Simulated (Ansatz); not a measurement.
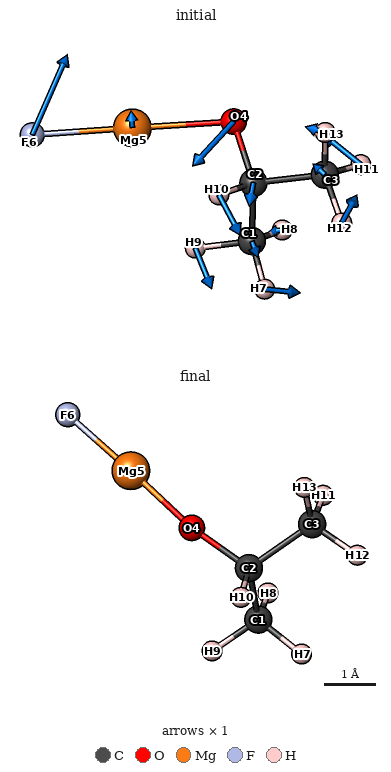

The structure of C3H7FMgO (coarse preliminary run) before (top) and after (bottom) a relaxation, at one scale. The blue arrows give the displacements, at their true length.

The picture is a ball-and-stick view, seen at a tilt.

The start comes from a force field.

These are results of RKS PBE-D4/def2-SVP (Ansatz), not measurements.

The input:
```yaml
crystal:
  periodic: [false, false, false]
  atoms:
    - {symbol: C, position_ang: [-0.827100, -0.364200, 0.854400]}
    - {symbol: C, position_ang: [0.304100, -0.028200, -0.078500]}
    - {symbol: C, position_ang: [1.238500, -1.207600, -0.141200]}
    - {symbol: O, position_ang: [-0.083700, 0.259900, -1.369600]}
    - {symbol: Mg, position_ang: [-0.898400, 2.099300, -1.279800]}
    - {symbol: F, position_ang: [-1.628100, 3.941600, -1.159900]}
    - {symbol: H, position_ang: [-0.491400, -0.523000, 1.878100]}
    - {symbol: H, position_ang: [-1.407900, -1.180900, 0.466500]}
    - {symbol: H, position_ang: [-1.550700, 0.575800, 0.918100]}
    - {symbol: H, position_ang: [0.854500, 0.866100, 0.328800]}
    - {symbol: H, position_ang: [0.746500, -2.113300, -0.495900]}
    - {symbol: H, position_ang: [1.687000, -1.417100, 0.904600]}
    - {symbol: H, position_ang: [2.077100, -0.943200, -0.810700]}
basis:
  gaussian: {orbitals: def2-SVP}
hamiltonian: {xc: pbe, dispersion: d4}
relax: {f_tol: 0.03, max_steps: 200}
```

Launched with:
```bash
ansatz run in.yaml --threads 4 --pin off --events-out ev --progress --plain --max-ram 11315MiB
```

Q: Summarise the run.

A: The largest move after the best rigid fit is that of F6, 1.81 Å. Largest moves by element: F 1.81 Å, O 1.33 Å, H 0.98 Å, C 0.53 Å, Mg 0.36 Å. Some distances before and after: C1–Mg5 3.260 → 3.878 Å, O4–Mg5 2.014 → 1.784 Å, Mg5–F6 1.985 → 1.774 Å, C1–H9 1.188 → 1.109 Å. Among the angles between lasting bonds that change: C2–O4–Mg5 105.2° → 164.9°, H7–C1–H8 113.3° → 108.0°, C1–C2–O4 114.6° → 110.9°. Groups turn about C2–O4 by about 130°. After 19 accepted moves (21 points after the start) the energy has fallen by 101.5 kJ/mol. The largest force component goes from 2.9 to 0.015 eV/Å. The line search rejected the trial steps at points 19, 20 of the run. The forces were under the threshold at step 14, but the run went on from there.
